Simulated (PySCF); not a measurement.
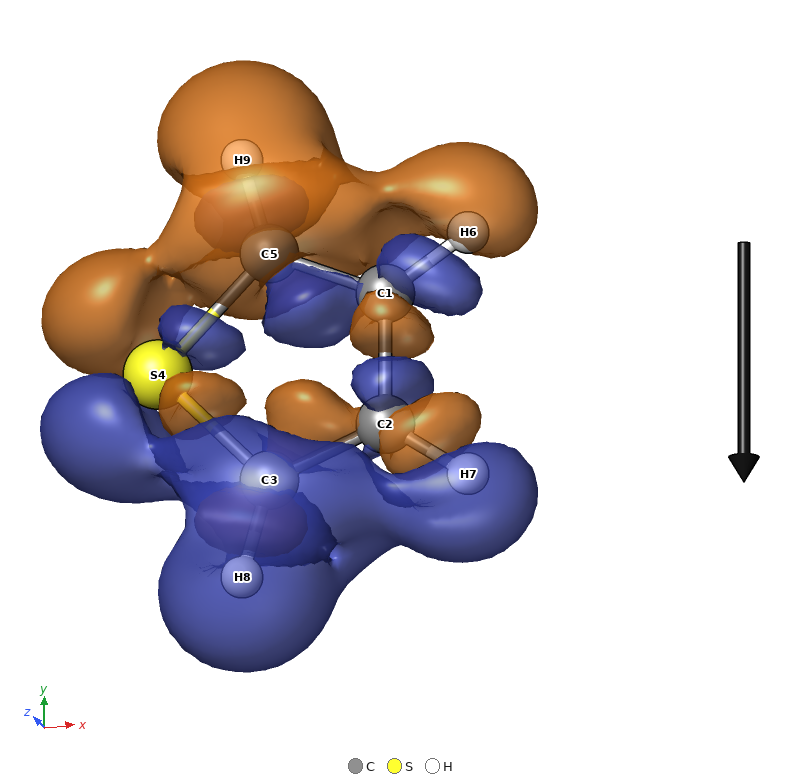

Figure. C₄H₄S, SMILES `c1ccsc1`. Change of the electron density in a uniform field of 0.51 V/Å along −y (arrow), surfaces at ±0.003 e/Å³ (orange: gain, blue: loss).

PySCF calculation, ωB97X/def2-SVPD, gas phase; geometry: GFN2-xTB. No frequency check shows the geometry to be a minimum. GFN2-xTB bond lengths at metals and heavier atoms can be off by up to 0.1 Å and shapes distorted, which carries into these values.

The calculation's input:

```python
import numpy as np
from pyscf import gto, scf, dft
from pyscf.scf import atom_ks, atom_hf
from scipy.linalg import block_diag

def solve(mol, dm0=None, hcore=None):
    mf = (dft.UKS if mol.spin else dft.RKS)(mol, xc='wb97x')
    mf.grids.level = 3
    mf = mf.density_fit(auxbasis='def2-universal-jkfit')
    mf.conv_tol, mf.max_cycle = 1e-8, 80
    if hcore is not None:
        mf.get_hcore = lambda *args: hcore
    mf.kernel(dm0)
    if not mf.converged:
        mf = mf.newton().run(mf.mo_coeff, mf.mo_occ, max_cycle=30)
    assert mf.converged, 'SCF not converged'
    return mf

mol = gto.M(atom='''
C      1.26548     0.70733     0.00000
C      1.26556    -0.70722     0.00000
C      0.01265    -1.22583     0.00000
S     -1.19289    -0.00004     0.00000
C      0.01251     1.22580     0.00000
H      2.15927     1.30509     0.00000
H      2.15942    -1.30488     0.00000
H     -0.28470    -2.25548     0.00000
H     -0.28495     2.25542     0.00000
''', basis='def2-svpd', charge=0, spin=0, verbose=4)
field = np.array([-0.0, -0.01, -0.0])  # atomic units
mol.set_common_orig(mol.atom_charges() @ mol.atom_coords() / mol.atom_charges().sum())
mf = solve(mol)
out = dict(dm0=mf.make_rdm1(), d0=mf.dip_moment(unit='AU'), e0=mf.e_tot)
for name, sign in (('p', 1), ('m', -1)):
    h = mf.get_hcore() + sign * np.einsum('x,xij->ij', field, mol.intor('int1e_r'))
    mi = solve(mol, mf.make_rdm1(), h)
    out.update({'dm' + name: mi.make_rdm1(), 'd' + name: mi.dip_moment(unit='AU'), 'e' + name: mi.e_tot})
# spherically averaged free atoms, for the promolecule
atm = atom_ks.get_atm_nrks(mol, xc='wb97x')
pro = block_diag(*[(atm[a[0]][2] * atm[a[0]][3]) @ atm[a[0]][2].T for a in mol._atom])
np.savez('result.npz', pro=pro, **out)
```

Command:

```sh
OMP_NUM_THREADS=1 python input.py
```

The run took 51 s on 1 thread of Intel(R) Xeon(R) Platinum 8259CL CPU @ 2.50GHz (Skylake/Cascade Lake), with other jobs on the host, peak memory 0.67 GiB.

Partitions, critical points and surface values were worked out afterwards from this run's density.

Question: How large is the response?

Answer: The induced dipole is 1.69 D (along the field); α along this axis, from the fields in both directions, is 67 bohr³ (9.9 Å³).

Question: Which atoms gain and lose the most charge?

Answer: Electrons gather most on C5 (Hirshfeld charge changes by −0.027 e) and leave C3 most (+0.028 e); 0.137 electrons are displaced in all.
